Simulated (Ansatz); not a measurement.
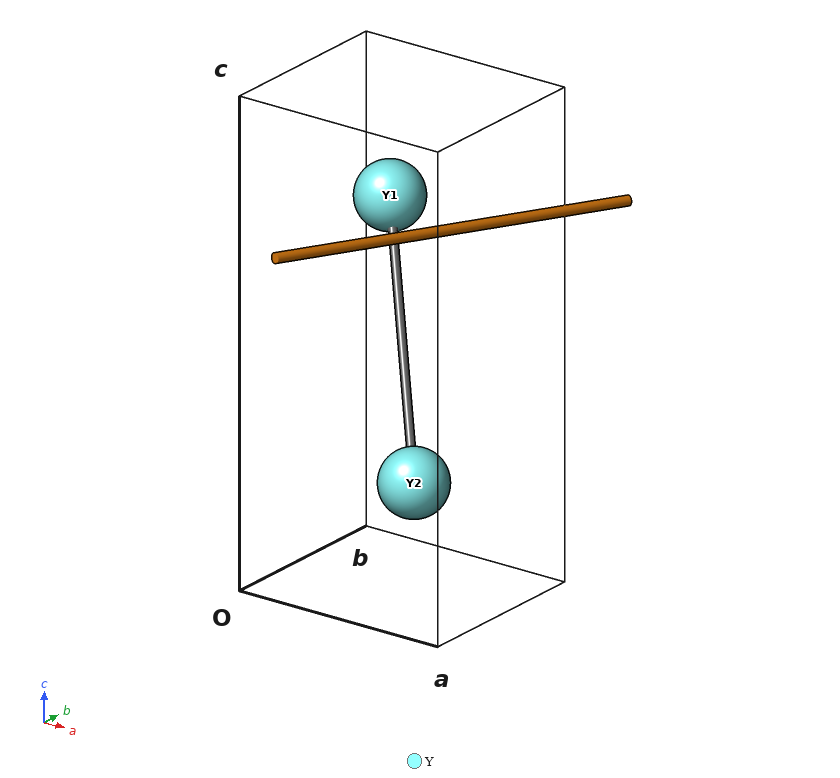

The coloured rod is the axis of a symmetry operation of the crystal. Crystal: Y, coordinates from a relaxation at fixed volume with Ansatz, DFT PBE, spin-orbit coupling, plane waves, PAW. All values are computed from the atomic coordinates in the standard setting (tolerance 0.002 Å).

a = 3.667 Å, b = 3.667 Å, c = 5.667 Å, α = 90.00°, β = 90.00°, γ = 120.00°.

```
atom       x       y       z
  Y1  0.3333  0.6667  0.7500
  Y2  0.6667  0.3333  0.2500
```

Take the operation x, y, z → −x+y+1, y, −z+3/2.

Q: What kind of operation is it, and where does it lie?

A: It is a 2-fold rotation, about the line along [1 2 0] through (0.700, 0.400, 3/4).

Q: Onto which atom does it carry each atom (up to whole multiples of a, b and c)?

A: Y1 → Y1, Y2 → Y2.
